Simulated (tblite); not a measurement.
## Geometry relaxation, with input and output: C5H9NSi

C5H9NSi, SMILES N#C[C@@H]1CC[SiH2]C1, computed with GFN2-xTB geometry optimisation, gas phase (tblite 0.8.0).

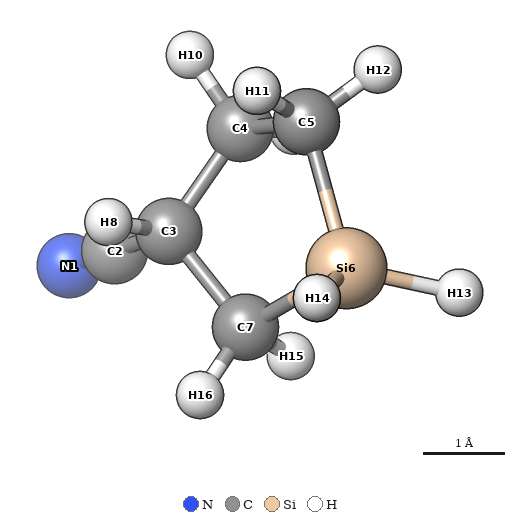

**Figure 1.** The input geometry (ball-and-stick view, seen at a tilt; atoms are numbered from 1 in the order of the input).

Key numbers:

```csv
quantity,value
outcome,converged
total energy,−541.6320 eV
hardware,"1 CPU thread, shared host"
peak memory,0.18 GiB
```

Input:
```
{"job": {"xc": "GFN2-xTB", "basis": "xTB", "kind": "relax"}, "charge": 0, "multiplicity": 1}
N      3.060200    -0.745900    -1.670700
C      2.163400    -0.533100    -0.956000
C      1.057500    -0.281000    -0.025700
C     -0.170000    -1.160500    -0.371000
C     -1.351500    -0.708300     0.521400
Si    -1.198700     1.197500     0.592800
C      0.584800     1.200300    -0.117400
H      1.377800    -0.491200     1.002600
H     -0.428000    -1.073000    -1.423900
H      0.043900    -2.229300    -0.182500
H     -1.255700    -1.114700     1.524400
H     -2.314000    -1.023300     0.096100
H     -2.142200     1.879700    -0.314800
H     -1.220200     1.674000     1.997000
H      0.543800     1.555700    -1.149800
H      1.241200     1.862200     0.466100
```

The first line tells a small driver script what to run in tblite; the rest is the geometry in Å.

Run as:
```bash
OMP_NUM_THREADS=1 python <driver script> task.json out
```

The program's output:
```
step      E/eV     max force
  0    -541.50701    2.779
  1    -541.42559    7.482
  2    -541.58040    0.598
  3    -541.59515    0.451
  4    -541.61540    0.165
  5    -541.61796    0.148
  6    -541.62468    0.177
  7    -541.62692    0.151
  8    -541.62821    0.073
  9    -541.62883    0.070
 10    -541.62962    0.072
 11    -541.63022    0.064
 12    -541.63060    0.046
 13    -541.63083    0.040
 14    -541.63083    0.040
 15    -541.63093    0.035
 16    -541.63100    0.236
 17    -541.63124    0.072
 18    -541.63130    0.023
 19    -541.63139    0.029
 20    -541.63156    0.075
 21    -541.63166    0.063
 22    -541.63173    0.020
 23    -541.63178    0.021
 24    -541.63183    0.044
 25    -541.63188    0.045
 26    -541.63192    0.023
 27    -541.63194    0.018
 28    -541.63196    0.025
 29    -541.63197    0.017
 30    -541.63198    0.006
 31    -541.63198    0.009
 32    -541.63199    0.014
 33    -541.63199    0.013
 34    -541.63200    0.006
 35    -541.63200    0.005
 36    -541.63201    0.009
 37    -541.63201    0.012
 38    -541.63202    0.008
 39    -541.63202    0.005
 40    -541.63203    0.005
 41    -541.63203    0.007
 42    -541.63203    0.006
 43    -541.63204    0.006
 44    -541.63204    0.008
 45    -541.63205    0.007
 46    -541.63205    0.004
```

Trajectory as extended XYZ (Å, eV, eV/Å), 7 of the 12 frames kept, from step=0 to step=46:
```
16
Properties=species:S:1:pos:R:3:forces:R:3 step=0 energy=-541.50701
N     3.0602   -0.7459   -1.6707   -2.1870   0.5550   1.6220
C     2.1634   -0.5331   -0.9560    1.4740  -0.4190  -0.8220
C     1.0575   -0.2810   -0.0257   -0.1160   0.3370  -0.9220
C    -0.1700   -1.1605   -0.3710   -0.0660  -0.5170   0.7270
C    -1.3515   -0.7083    0.5214    0.0620   0.3720  -0.5690
Si   -1.1987    1.1975    0.5928    0.0610  -0.0320   0.0940
C     0.5848    1.2003   -0.1174   -0.0680  -0.0540   0.4630
H     1.3778   -0.4912    1.0026    0.0660  -0.0250  -0.1980
H    -0.4280   -1.0730   -1.4239    0.0200   0.2010  -0.0490
H     0.0439   -2.2293   -0.1825    0.0570   0.3670  -0.0900
H    -1.2557   -1.1147    1.5244   -0.0320  -0.2180  -0.0450
H    -2.3140   -1.0233    0.0961    0.3700  -0.1230   0.2050
H    -2.1422    1.8797   -0.3148    0.1420  -0.0560   0.2320
H    -1.2202    1.6740    1.9970   -0.0710  -0.0120  -0.3400
H     0.5438    1.5557   -1.1498    0.3120  -0.1460   0.1030
H     1.2412    1.8622    0.4661   -0.0270  -0.2290  -0.4100
16
Properties=species:S:1:pos:R:3:forces:R:3 step=8 energy=-541.62821
N     3.0026   -0.7267   -1.6354   -0.0130   0.0230  -0.0520
C     2.1255   -0.5238   -0.9295    0.0600  -0.0270   0.0110
C     1.0276   -0.2679   -0.0354    0.0530   0.0020   0.0040
C    -0.1760   -1.1659   -0.3593    0.0110   0.0300   0.0130
C    -1.3453   -0.7047    0.5110   -0.0210   0.0040   0.0150
Si   -1.1915    1.1939    0.5938   -0.0080   0.0090   0.0130
C     0.5806    1.2024   -0.1118    0.0170  -0.0230   0.0000
H     1.3806   -0.4921    0.9797   -0.0690   0.0180   0.0140
H    -0.4287   -1.0498   -1.4172    0.0110  -0.0090   0.0500
H     0.0683   -2.2153   -0.1798   -0.0010   0.0030  -0.0500
H    -1.2555   -1.1391    1.5077   -0.0010  -0.0190  -0.0100
H    -2.2880   -1.0551    0.0981   -0.0290  -0.0300   0.0040
H    -2.1334    1.8870   -0.2833   -0.0180   0.0260   0.0090
H    -1.2391    1.6896    1.9714   -0.0180   0.0200  -0.0180
H     0.5885    1.5358   -1.1513    0.0090  -0.0310   0.0180
H     1.2761    1.8407    0.4300    0.0150   0.0040  -0.0210
16
Properties=species:S:1:pos:R:3:forces:R:3 step=16 energy=-541.63100
N     2.9956   -0.7186   -1.6481   -0.1510   0.0420   0.1070
C     2.1302   -0.5262   -0.9225    0.1880  -0.0430  -0.1360
C     1.0324   -0.2705   -0.0292   -0.0610   0.0050   0.0200
C    -0.1745   -1.1649   -0.3594    0.0360   0.0100   0.0450
C    -1.3455   -0.7074    0.5125   -0.0080   0.0080  -0.0120
Si   -1.1908    1.1936    0.5931    0.0040  -0.0010  -0.0130
C     0.5846    1.1996   -0.1121    0.0010  -0.0160   0.0180
H     1.3682   -0.4900    0.9919   -0.0120  -0.0050  -0.0020
H    -0.4278   -1.0426   -1.4152    0.0140   0.0020   0.0140
H     0.0703   -2.2162   -0.1887   -0.0140   0.0120  -0.0330
H    -1.2565   -1.1448    1.5078    0.0150  -0.0020   0.0030
H    -2.2876   -1.0627    0.0998   -0.0040   0.0030  -0.0010
H    -2.1355    1.8945   -0.2771    0.0070  -0.0030   0.0030
H    -1.2462    1.6988    1.9662   -0.0010   0.0060   0.0020
H     0.5923    1.5254   -1.1535   -0.0020  -0.0170   0.0000
H     1.2833    1.8411    0.4232   -0.0120  -0.0030  -0.0140
16
Properties=species:S:1:pos:R:3:forces:R:3 step=25 energy=-541.63188
N     2.9890   -0.7104   -1.6539    0.0220  -0.0010  -0.0160
C     2.1325   -0.5264   -0.9182   -0.0320   0.0080   0.0300
C     1.0338   -0.2738   -0.0221   -0.0100   0.0010  -0.0010
C    -0.1728   -1.1643   -0.3580    0.0080   0.0080  -0.0020
C    -1.3445   -0.7071    0.5131    0.0030  -0.0030  -0.0040
Si   -1.1909    1.1935    0.5930    0.0060   0.0000  -0.0090
C     0.5843    1.1950   -0.1109    0.0010  -0.0030   0.0030
H     1.3652   -0.4937    1.0003    0.0020   0.0000  -0.0100
H    -0.4214   -1.0334   -1.4139   -0.0050   0.0060   0.0040
H     0.0658   -2.2185   -0.1992   -0.0020   0.0090   0.0020
H    -1.2518   -1.1434    1.5088   -0.0040  -0.0060  -0.0030
H    -2.2868   -1.0616    0.1007   -0.0020  -0.0100   0.0070
H    -2.1331    1.8950   -0.2790    0.0020  -0.0030  -0.0010
H    -1.2468    1.7030    1.9645   -0.0010   0.0020   0.0030
H     0.5892    1.5120   -1.1552    0.0040  -0.0060   0.0050
H     1.2808    1.8429    0.4186    0.0070  -0.0030  -0.0090
16
Properties=species:S:1:pos:R:3:forces:R:3 step=29 energy=-541.63197
N     2.9881   -0.7083   -1.6538   -0.0100   0.0040   0.0130
C     2.1317   -0.5259   -0.9171    0.0120  -0.0010  -0.0100
C     1.0333   -0.2739   -0.0209    0.0010   0.0000   0.0000
C    -0.1729   -1.1632   -0.3582   -0.0060  -0.0010   0.0010
C    -1.3448   -0.7075    0.5131   -0.0020   0.0020   0.0040
Si   -1.1908    1.1937    0.5927    0.0010  -0.0030   0.0040
C     0.5847    1.1945   -0.1102    0.0010   0.0020  -0.0020
H     1.3653   -0.4945    1.0008   -0.0010  -0.0020   0.0010
H    -0.4217   -1.0305   -1.4137   -0.0030   0.0030   0.0000
H     0.0654   -2.2172   -0.2001   -0.0010  -0.0020  -0.0020
H    -1.2516   -1.1447    1.5083    0.0010   0.0010   0.0010
H    -2.2872   -1.0640    0.1020    0.0030   0.0000   0.0010
H    -2.1327    1.8949   -0.2802    0.0040  -0.0040   0.0010
H    -1.2471    1.7040    1.9646   -0.0010  -0.0020  -0.0080
H     0.5899    1.5086   -1.1552   -0.0020   0.0030  -0.0030
H     1.2828    1.8428    0.4163    0.0020  -0.0010   0.0000
16
Properties=species:S:1:pos:R:3:forces:R:3 step=37 energy=-541.63201
N     2.9896   -0.7059   -1.6520   -0.0060   0.0020   0.0070
C     2.1319   -0.5255   -0.9164    0.0100  -0.0030  -0.0050
C     1.0329   -0.2744   -0.0209    0.0010  -0.0010  -0.0020
C    -0.1738   -1.1628   -0.3583   -0.0040  -0.0020  -0.0020
C    -1.3449   -0.7081    0.5146    0.0010   0.0050   0.0010
Si   -1.1899    1.1930    0.5927   -0.0030   0.0020   0.0040
C     0.5853    1.1944   -0.1107   -0.0020  -0.0010   0.0010
H     1.3641   -0.4955    1.0010    0.0000   0.0010  -0.0010
H    -0.4241   -1.0276   -1.4131   -0.0010   0.0000  -0.0030
H     0.0641   -2.2173   -0.2027    0.0010  -0.0020  -0.0010
H    -1.2509   -1.1450    1.5099    0.0000   0.0000  -0.0040
H    -2.2873   -1.0647    0.1035    0.0030   0.0010   0.0060
H    -2.1309    1.8929   -0.2817    0.0000  -0.0010  -0.0020
H    -1.2479    1.7044    1.9637    0.0000   0.0000  -0.0020
H     0.5892    1.5086   -1.1558    0.0010  -0.0020   0.0010
H     1.2847    1.8423    0.4148   -0.0020  -0.0010   0.0010
16
Properties=species:S:1:pos:R:3:forces:R:3 step=46 energy=-541.63205
N     2.9933   -0.7039   -1.6486   -0.0020   0.0000   0.0020
C     2.1330   -0.5252   -0.9158    0.0020  -0.0020  -0.0010
C     1.0323   -0.2752   -0.0219    0.0000  -0.0010  -0.0010
C    -0.1752   -1.1624   -0.3599   -0.0010  -0.0020   0.0000
C    -1.3441   -0.7078    0.5161    0.0000   0.0000   0.0000
Si   -1.1899    1.1932    0.5930   -0.0020  -0.0010   0.0000
C     0.5851    1.1937   -0.1109    0.0000   0.0000   0.0010
H     1.3630   -0.4967    1.0001   -0.0020  -0.0010  -0.0010
H    -0.4271   -1.0254   -1.4141    0.0010   0.0020   0.0000
H     0.0622   -2.2173   -0.2065    0.0000  -0.0020   0.0000
H    -1.2473   -1.1450    1.5110    0.0020   0.0010   0.0000
H    -2.2878   -1.0644    0.1082    0.0010  -0.0020   0.0010
H    -2.1299    1.8905   -0.2845   -0.0020   0.0010   0.0010
H    -1.2487    1.7060    1.9634    0.0000   0.0010  -0.0020
H     0.5890    1.5077   -1.1560    0.0010   0.0030   0.0020
H     1.2846    1.8410    0.4150    0.0010   0.0020  -0.0010
```
